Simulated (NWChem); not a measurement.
# CH5BClO− (SMILES CO[BH2-]Cl): levels of theory compared

Wanted: a comparison of 6 runs (HF/STO-3G, PBE/6-31G, PBE/STO-3G, B3LYP/6-31G*, BLYP/def2-SVPD, CCSD(T)/6-31G**) of CH5BClO−. 

The calculation is run with NWChem 7.3.0.

**1. The system as given**

CH5BClO− has 9 atoms, charge -1, and is taken as a singlet. As SMILES, `CO[BH2-]Cl`. The coordinates come from a GFN2-xTB relaxation. This is one conformer, not always the lowest.

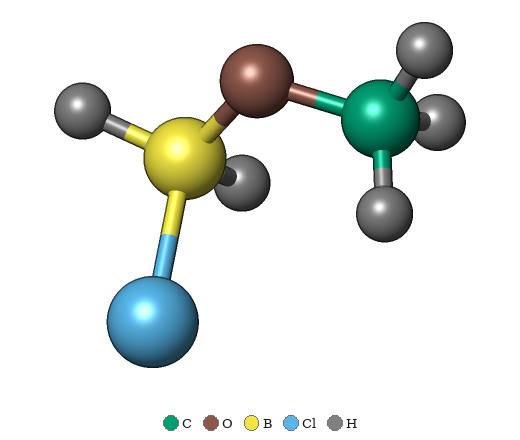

Viewed from a chosen angle; carbon teal, oxygen brown, boron yellow, chlorine blue, hydrogen grey.

**2. Energy and forces at HF/STO-3G (run 1)**

Contents of work.xyz:

```xyz
9

C     -0.086810     1.195690     0.242840
O      0.795580     0.227980    -0.203260
B      0.329410    -1.143120    -0.142950
Cl    -1.086130    -1.390280    -1.424870
H     -1.004390     1.223220    -0.364980
H     -0.388630     1.022330     1.291410
H      0.407050     2.174230     0.177440
H     -0.181000    -1.440460     0.918460
H      1.214930    -1.869600    -0.494090
```

Contents of work.nw:

```
start work
memory total 2200 mb
charge -1
geometry units angstroms noautosym nocenter noautoz
  load format xyz work.xyz
end
basis spherical bse
  * library STO-3G
end
scf
  thresh 1e-08
  maxiter 80
  print low
end
task scf gradient
```

On the command line:

```bash
$ nwchem work.nw > work.out
```

Standard output:

```text
[...]
  functions       =    29
[...]
  wavefunction    = RHF
[...]
         Total SCF energy =   -593.116231180555
      One-electron energy =  -1130.598482140899
      Two-electron energy =    386.941974541660
 Nuclear repulsion energy =    150.540276418685
        Time for solution =      1.6s
[...]
                         RHF ENERGY GRADIENTS
    atom               coordinates                        gradient
                 x          y          z           x          y          z
   1 C      -0.164047   2.259526   0.458901    0.019169  -0.007286  -0.010908
   2 O       1.503428   0.430820  -0.384106   -0.029981   0.024812   0.011792
   3 B       0.622495  -2.160184  -0.270136   -0.006747   0.005696  -0.020226
   4 Cl     -2.052488  -2.627248  -2.692614    0.014485   0.003935   0.013711
   5 H      -1.898022   2.311551  -0.689712   -0.000127  -0.005457  -0.004461
   6 H      -0.734404   1.931924   2.440411    0.001951  -0.007071   0.003920
   7 H       0.769213   4.108699   0.335313    0.004542  -0.001711  -0.002065
   8 H      -0.342040  -2.722075   1.735638   -0.013990  -0.004093   0.017614
   9 H       2.295885  -3.533032  -0.933695    0.010698  -0.008827  -0.009376
 Task  times  cpu:        2.3s     wall:        2.3s
[...]
```

Wall time 2.8 s (1 thread of Intel Xeon Platinum 8375C at 2.90GHz (Ice Lake), shared host); peak memory 0.1 GiB.

**3. Energy and gradient at PBE/6-31G (run 2)**

Contents of struct.xyz:

```xyz
9

C     -0.086810     1.195690     0.242840
O      0.795580     0.227980    -0.203260
B      0.329410    -1.143120    -0.142950
Cl    -1.086130    -1.390280    -1.424870
H     -1.004390     1.223220    -0.364980
H     -0.388630     1.022330     1.291410
H      0.407050     2.174230     0.177440
H     -0.181000    -1.440460     0.918460
H      1.214930    -1.869600    -0.494090
```

Contents of struct.nw:

```
start struct
memory total 2200 mb
charge -1
geometry noautosym nocenter noautoz
load format xyz struct.xyz
end
basis "ao basis" spherical bse
* library 6-31G
end
dft
xc xpbe96 cpbe96
grid xfine
convergence energy 1e-08
maxiter 100
mulliken
print low
end
task dft gradient
```

On the command line:

```bash
$ nwchem struct.nw > struct.out
```

Standard output:

```text
[...]
 d= 0,ls=0.0,diis     1   -600.9085976331 -7.51D+02  3.27D-02  8.53D-01     2.8
[...]
 d= 0,ls=0.0,diis    10   -601.0370817177 -1.00D-09  4.97D-07  6.78D-10    22.2
         Total DFT energy =     -601.037081717707
      One electron energy =    -1135.086887579318
           Coulomb energy =      431.646139067423
    Exchange-Corr. energy =      -48.136609624496
 Nuclear repulsion energy =      150.540276418685
[...]
                         DFT ENERGY GRADIENTS
    atom               coordinates                        gradient
                 x          y          z           x          y          z
   1 C      -0.164047   2.259526   0.458901    0.009572  -0.016543  -0.005869
   2 O       1.503428   0.430820  -0.384106   -0.027420   0.005760   0.008924
   3 B       0.622495  -2.160184  -0.270136   -0.013575   0.006823  -0.011225
   4 Cl     -2.052488  -2.627248  -2.692614    0.026468   0.006476   0.023051
   5 H      -1.898022   2.311551  -0.689712    0.007851  -0.002515   0.002667
   6 H      -0.734404   1.931924   2.440411    0.004793  -0.000974  -0.008101
   7 H       0.769213   4.108699   0.335313   -0.001017  -0.008674  -0.000922
   8 H      -0.342040  -2.722075   1.735638    0.002305   0.001902  -0.009463
   9 H       2.295885  -3.533032  -0.933695   -0.008978   0.007745   0.000939
 Task  times  cpu:       27.9s     wall:       27.9s
[...]
```

Wall time 29 s (1 thread of Intel Xeon Platinum 8375C at 2.90GHz (Ice Lake), shared host); peak memory 0.14 GiB.

**4. Energy and forces at PBE/STO-3G (run 3)**

Contents of ch5bclo.xyz:

```xyz
9

C     -0.086810     1.195690     0.242840
O      0.795580     0.227980    -0.203260
B      0.329410    -1.143120    -0.142950
Cl    -1.086130    -1.390280    -1.424870
H     -1.004390     1.223220    -0.364980
H     -0.388630     1.022330     1.291410
H      0.407050     2.174230     0.177440
H     -0.181000    -1.440460     0.918460
H      1.214930    -1.869600    -0.494090
```

Contents of ch5bclo.nw:

```
start ch5bclo
memory stack 880 mb heap 220 mb global 1100 mb
charge -1
geometry units angstroms noautosym nocenter noautoz
   load format xyz ch5bclo.xyz
end
basis spherical bse
   * library STO-3G
end
dft
   xc xpbe96 cpbe96
   grid xfine
   convergence energy 1e-08
   iterations 100
   mulliken
   noprint "final vectors analysis"
end
task dft gradient
```

On the command line:

```bash
$ nwchem ch5bclo.nw > ch5bclo.out
```

Standard output:

```text
[...]
          Wavefunction type:  closed shell.
          No. of atoms     :     9
          No. of electrons :    42
[...]
          Charge           :    -1
          Spin multiplicity:     1
[...]
          AO basis - number of functions:    29
[...]
              XC Information
              --------------
          PerdewBurkeErnzerhof Exchange Functional  1.000
            Perdew 1991 LDA Correlation Functional  1.000 local
           PerdewBurkeErnz. Correlation Functional  1.000 non-local
[...]
 d= 0,ls=0.0,diis     1   -594.0647596906 -7.45D+02  5.78D-02  6.19D-01     1.9
[...]
 d= 0,ls=0.0,diis     8   -594.1755418504 -5.46D-10  4.96D-06  1.32D-08    10.2
         Total DFT energy =     -594.175541850444
      One electron energy =    -1130.522256515966
           Coulomb energy =      434.134305556806
    Exchange-Corr. energy =      -48.327867309969
 Nuclear repulsion energy =      150.540276418685
[...]
      Total Density - Mulliken Population Analysis
     ---------------------------------------------
    Atom       Charge   Shell Charges
 -----------   ------   -------------------------------------------------------
    1 C    6     6.14   1.99  1.19  2.95
    2 O    8     8.28   2.00  1.81  4.47
    3 B    5     4.95   1.98  0.90  2.06
    4 Cl  17    17.49   2.00  2.00  5.99  1.97  5.53
    5 H    1     0.95   0.95
    6 H    1     0.96   0.96
    7 H    1     0.97   0.97
    8 H    1     1.14   1.14
    9 H    1     1.13   1.13
[...]
  wavefunction    = closed shell
[...]
```

It took 14 s on 1 thread of Intel Xeon Platinum 8375C at 2.90GHz (Ice Lake), shared host; peak memory 0.14 GiB.

Runs 4 to 5 aren't shown in full; the table further down has their settings and results.

**5. A single-point energy at CCSD(T)/6-31G(d,p) (spherical functions) (run 6)**

Contents of geom.nw:

```
start geom
title "CH5BClO"
memory stack 880 mb heap 220 mb global 1100 mb
charge -1

geometry noautosym nocenter noautoz
 C    -0.086810    1.195690    0.242840
 O     0.795580    0.227980   -0.203260
 B     0.329410   -1.143120   -0.142950
 Cl   -1.086130   -1.390280   -1.424870
 H    -1.004390    1.223220   -0.364980
 H    -0.388630    1.022330    1.291410
 H     0.407050    2.174230    0.177440
 H    -0.181000   -1.440460    0.918460
 H     1.214930   -1.869600   -0.494090
end

basis spherical bse
 * library 6-31G**
end

scf
 thresh 1e-08
 maxiter 80
end

ccsd
 freeze core 8
 maxiter 60
end

task ccsd(t) energy
```

On the command line:

```bash
$ nwchem geom.nw > geom.out
```

Standard output:

```text
[...]
  functions       =    85
[...]
  wavefunction    = RHF
[...]
         Total SCF energy =   -599.887495043104
      One-electron energy =  -1135.069274714844
      Two-electron energy =    384.641503253056
 Nuclear repulsion energy =    150.540276418684
        Time for solution =     12.7s
[...]
 Total MP2 energy:           -600.446111298166102
[...]
             energy      energy      error      ampl     ampl      Block
                                                time     time      time
[...]
 Total CCSD energy:           -600.489552513655781
[...]
 Total CCSD+T(CCSD) energy:           -600.504838970525043
[...]
 Total CCSD(T) energy:                -600.504039794973778
[...]
```

Wall time 2.1 min (1 thread of Intel Xeon Platinum 8375C at 2.90GHz (Ice Lake), shared host); peak memory 0.26 GiB.

**6. All runs side by side**

```csv
run,level,iteration cap,module,energy (Eh),largest force (eV/Å),wall time
1,HF/STO-3G,80,scf,-593.116231,2.091,2.8 s
2,PBE/6-31G,100,dft,-601.037082,1.835,29 s
3,PBE/STO-3G,100,dft,-594.175542,3.125,14 s
4,B3LYP/6-31G* (spherical functions),100,dft,-601.485223,1.253,44 s
5,BLYP/def2-SVPD,100,dft,-601.200388,1.417,61 s
6,CCSD(T)/6-31G** (spherical functions),80,ccsd(t),-600.504040,–,2.1 min
```

**7. Results**

| quantity | value |
| --- | --- |
| run 6: total energy | -600.50404 Eh |
| run 6: HOMO energy (Hartree–Fock orbitals) | -4.98 eV |
| run 6: LUMO energy (Hartree–Fock orbitals) | 11.37 eV |
| run 6: HOMO–LUMO gap (to an unbound level, set by the basis) | 16.35 eV |
| run 6: correlation energy (8 core orbitals frozen) | -616.5 mEh |
| run 6: (T) correction | -14.49 mEh |

In words: Totals of different functionals can't be ranked against each other. In runs 1, 3 the basis is minimal, so the values are rough. All runs together took 4.6 min, the longest 2.1 min.
